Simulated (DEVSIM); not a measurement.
Device: Al/SiO2/p-InP capacitor, at 300 K.

```
layer (left to right)  material  thickness (nm)  Na (cm⁻³)
---------------------  --------  --------------  ---------
1                          SiO2            21.0          -
2                           InP            1700     1.4e17
```

Metal gate on the left, work function 4.1 eV. Fixed charge at the semiconductor interface -9e11 cm⁻² (in units of +e); no interface traps.

This is a model device: material constants are rounded textbook-type values typed into the input, and sizes, dopings and lifetimes were drawn at random. Values at 300 K.

| parameter | SiO2 | InP |
|---|---|---|
| gap (eV) | 9 | 1.344 |
| affinity (eV) | 0.9 | 4.38 |
| permittivity | 3.9 | 12.5 |
| Nc (cm⁻³) | - | 5.7e17 |
| Nv (cm⁻³) | - | 1.1e19 |

DEVSIM, 1D Poisson equation in equilibrium, Boltzmann statistics, complete ionisation; no quantum confinement or tunnelling. Metal contacts follow the ideal Schottky-Mott rule: no Fermi-level pinning, no interface dipoles.

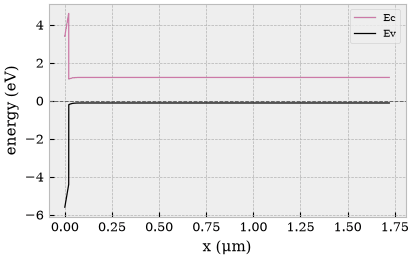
Figure. Band edges at -0.2 V on the gate

Energies count from the Fermi level of the right contact; mesh points crowd at the junctions.

| x (μm) | Ec (eV) | Ev (eV) | n (cm⁻³) | p (cm⁻³) | field (V/cm) |
|---|---|---|---|---|---|
| 0.000 | 3.400 | -5.600 | < 1e2 | < 1e2 | 580000 |
| 0.001306 | 3.476 | -5.524 | < 1e2 | < 1e2 | 580000 |
| 0.004076 | 3.637 | -5.363 | < 1e2 | < 1e2 | 580000 |
| 0.009449 | 3.950 | -5.050 | < 1e2 | < 1e2 | 580000 |
| 0.01707 | 4.393 | -4.607 | < 1e2 | < 1e2 | 580000 |
| 0.01976 | 4.550 | -4.450 | < 1e2 | < 1e2 | 580000 |
| 0.02100 | 1.141 | -0.203 | < 1e2 | 4.4e15 | 350000 |
| 0.02316 | 1.152 | -0.192 | < 1e2 | 6.6e15 | 47000 |
| 0.02731 | 1.170 | -0.174 | < 1e2 | 1.3e16 | 39000 |
| 0.03613 | 1.198 | -0.146 | < 1e2 | 3.8e16 | 24000 |
| 0.05655 | 1.225 | -0.119 | < 1e2 | 1.1e17 | 5600 |
| 0.1247 | 1.231 | -0.113 | < 1e2 | 1.4e17 | 15 |
| 0.2482 | 1.231 | -0.113 | < 1e2 | 1.4e17 | ≈ 0 |
| 0.5174 | 1.231 | -0.113 | < 1e2 | 1.4e17 | ≈ 0 |
| 1.227 | 1.231 | -0.113 | < 1e2 | 1.4e17 | ≈ 0 |
| 1.495 | 1.231 | -0.113 | < 1e2 | 1.4e17 | ≈ 0 |
| 1.618 | 1.231 | -0.113 | < 1e2 | 1.4e17 | ≈ 0 |
| 1.676 | 1.231 | -0.113 | < 1e2 | 1.4e17 | ≈ 0 |
| 1.706 | 1.231 | -0.113 | < 1e2 | 1.4e17 | ≈ 0 |
| 1.715 | 1.231 | -0.113 | < 1e2 | 1.4e17 | ≈ 0 |
| 1.719 | 1.231 | -0.113 | < 1e2 | 1.4e17 | ≈ 0 |
| 1.721 | 1.231 | -0.113 | < 1e2 | 1.4e17 | ≈ 0 |
